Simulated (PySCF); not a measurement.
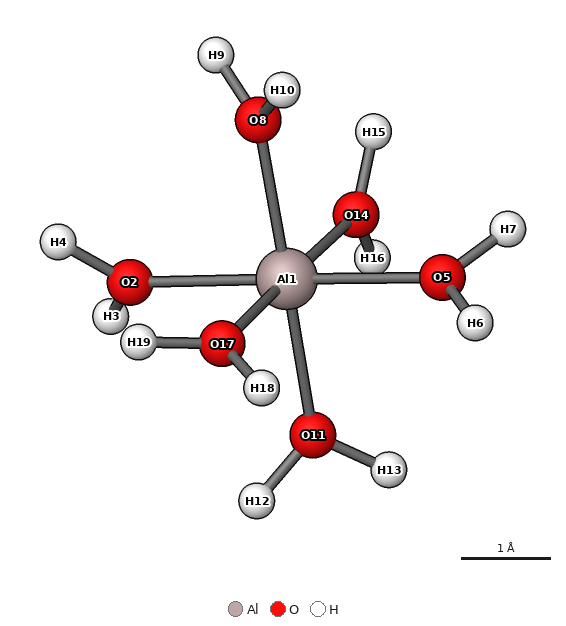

Figure 1. The input geometry of run A (ball-and-stick view, seen at a tilt; atoms are numbered from 1 in the order of the input). Sticks mark near contacts. Bond lengths as drawn: Al–O 1.93 Å and H–O 0.98 Å.

## Two runs on AlH₁₂O₆

System: AlH₁₂O₆, charge +3.
Method of run A: GIAO B3LYP/pcSseg-1 Al:pcSseg-2 NMR shielding, non-relativistic, gas phase (PySCF 2.14.0).

The geometry comes from this level: PBE0-D3(BJ)/def2-SVP. Text and figures count atoms from 1; the logs count them from 0 in places.

## Input, run A
```
{"job": {"kind": "nmr", "xc": "B3LYP", "basis": {"default": "pcSseg-1", "Al": "pcSseg-2"}, "pop": false}, "charge": 3, "multiplicity": 1}
Al     0.002440    -0.009191    -0.002674
O     -0.014182    -0.009643     1.931282
H     -0.637133     0.498984     2.486727
H      0.644237    -0.379408     2.550999
O      0.007012    -0.036992    -1.934139
H     -0.266829    -0.729974    -2.565268
H      0.271277     0.727657    -2.482332
O      1.927647     0.043885     0.022335
H      2.529244     0.520702     0.626309
H      2.499080    -0.469578    -0.582471
O     -1.923525     0.027187     0.038099
H     -2.488874    -0.528490     0.609972
H     -2.517035     0.407526    -0.638794
O     -0.022879     1.923860    -0.080334
H      0.742066     2.520495    -0.194178
H     -0.790558     2.503472     0.090396
O      0.021081    -1.941911     0.016990
H     -0.266060    -2.572783    -0.670706
H      0.282971    -2.495807     0.777766
```

The first line tells a small driver script what to run in PySCF; the rest is the geometry in Å.

Hardware: 1 CPU thread, shared host.

## Output (run A)
```
coarse grid: 15584 points
cycle   1  E = -699.7297352978  dE =  1.881e+00  |g| = 1.265e+00  |ddm| = 3.449e+00
cycle   2  E = -699.5004648298  dE =  2.293e-01  |g| = 1.709e+00  |ddm| = 1.267e+00
cycle   3  E = -699.9767021194  dE = -4.762e-01  |g| = 7.112e-02  |ddm| = 8.361e-01
cycle   4  E = -699.9775550058  dE = -8.529e-04  |g| = 1.475e-02  |ddm| = 4.379e-02
cycle   5  E = -699.9775724245  dE = -1.742e-05  |g| = 2.009e-03  |ddm| = 7.109e-03
cycle   6  E = -699.9775728390  dE = -4.145e-07  |g| = 8.618e-04  |ddm| = 1.259e-03
final grid: 143608 points
cycle   7  E = -700.0716893898  dE = -7.934e-05  |g| = 4.059e-03  |ddm| = 2.076e-02
cycle   8  E = -700.0716880052  dE =  1.385e-06  |g| = 5.365e-03  |ddm| = 6.075e-03
cycle   9  E = -700.0716927589  dE = -4.754e-06  |g| = 4.070e-04  |ddm| = 2.708e-03
cycle  10  E = -700.0716927894  dE = -3.052e-08  |g| = 1.597e-04  |ddm| = 4.562e-04
cycle  11  E = -700.0716927942  dE = -4.733e-09  |g| = 3.460e-05  |ddm| = 1.229e-04
cycle  12  E = -700.0716927943  dE = -1.080e-10  |g| = 1.859e-05  |ddm| = 2.136e-05
converged SCF energy = -700.0716927943

GIAO shielding tensors (ppm)
atom      isotropic    diamagn.    paramagn.     s11        s22        s33       span
  0 Al     571.155     787.498    -216.343    569.458    570.786    573.222      3.763
  1 O      294.984     389.202     -94.217    262.563    310.408    311.983     49.420
  2 H       25.954      26.890      -0.935     17.220     20.704     39.940     22.719
  3 H       26.029      27.186      -1.157     17.383     20.442     40.263     22.880
  4 O      294.619     389.088     -94.468    260.844    308.868    314.145     53.301
  5 H       26.038      27.234      -1.196     17.201     20.369     40.545     23.345
  6 H       25.908      26.815      -0.907     17.072     20.922     39.731     22.659
  7 O      294.176     389.285     -95.109    260.334    309.918    312.276     51.942
  8 H       25.949      27.168      -1.219     17.411     20.244     40.193     22.782
  9 H       25.775      26.466      -0.691     17.093     20.384     39.847     22.754
 10 O      293.714     389.348     -95.633    259.676    309.728    311.740     52.064
 11 H       25.855      26.768      -0.913     17.217     20.456     39.891     22.674
 12 H       25.879      26.905      -1.026     17.266     20.380     39.990     22.724
 13 O      293.662     389.183     -95.521    258.231    310.620    312.136     53.905
 14 H       26.010      27.112      -1.102     17.221     20.674     40.136     22.915
 15 H       25.977      27.038      -1.061     17.148     20.750     40.034     22.885
 16 O      294.935     388.870     -93.935    263.491    309.167    312.149     48.658
 17 H       26.062      27.147      -1.085     17.180     20.585     40.420     23.240
 18 H       26.009      26.868      -0.859     17.130     20.895     40.003     22.873
```

For run B the input was changed thus:
```diff
-"xc": "B3LYP"
+"xc": "PBE0"
-"pop": false
```

Predict how the results change.

The total energies belong to different methods, so their difference says nothing on which is more stable or more accurate. The HOMO goes from −23.53 to −23.86 eV. The LUMO goes from −13.44 to −13.04 eV. Of all shieldings, the largest change is that of Al1, by +5.0 ppm. The functional changes from B3LYP to PBE0. The SCF takes 11 iterations against 12.

## Output (run B)
```
coarse grid: 15584 points
cycle   1  E = -699.1704914098  dE =  1.813e+00  |g| = 1.089e+00  |ddm| = 3.426e+00
cycle   2  E = -699.0711773451  dE =  9.931e-02  |g| = 1.328e+00  |ddm| = 1.036e+00
cycle   3  E = -699.3572639760  dE = -2.861e-01  |g| = 6.562e-02  |ddm| = 6.474e-01
cycle   4  E = -699.3579590614  dE = -6.951e-04  |g| = 1.166e-02  |ddm| = 3.346e-02
cycle   5  E = -699.3579672795  dE = -8.218e-06  |g| = 1.279e-03  |ddm| = 3.388e-03
final grid: 143608 points
cycle   6  E = -699.4455942699  dE = -7.370e-05  |g| = 8.412e-03  |ddm| = 2.011e-02
cycle   7  E = -699.4455906465  dE =  3.623e-06  |g| = 9.687e-03  |ddm| = 8.101e-03
cycle   8  E = -699.4456050951  dE = -1.445e-05  |g| = 8.134e-04  |ddm| = 4.312e-03
cycle   9  E = -699.4456052196  dE = -1.245e-07  |g| = 1.194e-04  |ddm| = 6.579e-04
cycle  10  E = -699.4456052219  dE = -2.355e-09  |g| = 1.508e-05  |ddm| = 8.322e-05
cycle  11  E = -699.4456052220  dE = -2.228e-11  |g| = 1.232e-05  |ddm| = 1.528e-05
converged SCF energy = -699.4456052220

GIAO shielding tensors (ppm)
atom      isotropic    diamagn.    paramagn.     s11        s22        s33       span
  0 Al     576.179     787.485    -211.306    574.519    575.837    578.180      3.661
  1 O      297.348     389.582     -92.234    266.658    312.255    313.133     46.475
  2 H       25.815      26.837      -1.021     16.975     20.431     40.040     23.065
  3 H       25.890      27.131      -1.241     17.138     20.163     40.369     23.231
  4 O      296.982     389.477     -92.494    264.950    310.578    315.420     50.470
  5 H       25.898      27.180      -1.282     16.964     20.086     40.645     23.681
  6 H       25.773      26.763      -0.990     16.839     20.652     39.827     22.988
  7 O      296.553     389.672     -93.119    264.516    311.745    313.399     48.883
  8 H       25.810      27.113      -1.303     17.168     19.966     40.296     23.128
  9 H       25.635      26.412      -0.777     16.850     20.118     39.937     23.087
 10 O      296.119     389.718     -93.600    263.933    311.529    312.894     48.962
 11 H       25.715      26.712      -0.997     16.972     20.185     39.988     23.016
 12 H       25.740      26.848      -1.108     17.023     20.106     40.091     23.068
 13 O      296.037     389.552     -93.515    262.467    312.446    313.197     50.730
 14 H       25.871      27.055      -1.184     16.981     20.399     40.234     23.253
 15 H       25.839      26.983      -1.144     16.909     20.477     40.132     23.223
 16 O      297.331     389.265     -91.934    267.485    310.989    313.521     46.036
 17 H       25.923      27.094      -1.171     16.943     20.302     40.522     23.579
 18 H       25.871      26.816      -0.945     16.894     20.617     40.102     23.208
```

## The two runs side by side

```tsv
quantity	run A	run B
outcome	converged	converged
total energy (hartree)	−700.071693	−699.445605
HOMO (eV)	−23.53	−23.86
LUMO (eV)	−13.44	−13.04
shielding of Al1 (ppm)	571.2	576.2
shielding of O2 (ppm)	295.0	297.3
shielding of O5 (ppm)	294.6	297.0
shielding of O8 (ppm)	294.2	296.6
shielding of O11 (ppm)	293.7	296.1
shielding of O14 (ppm)	293.7	296.0
shielding of O17 (ppm)	294.9	297.3
SCF iterations	12	11
basis functions	205	205
wall time (shared host)	31 s	34 s
```

For both runs: A multiply charged ion in the gas phase: its levels are not those in solution or in a crystal.
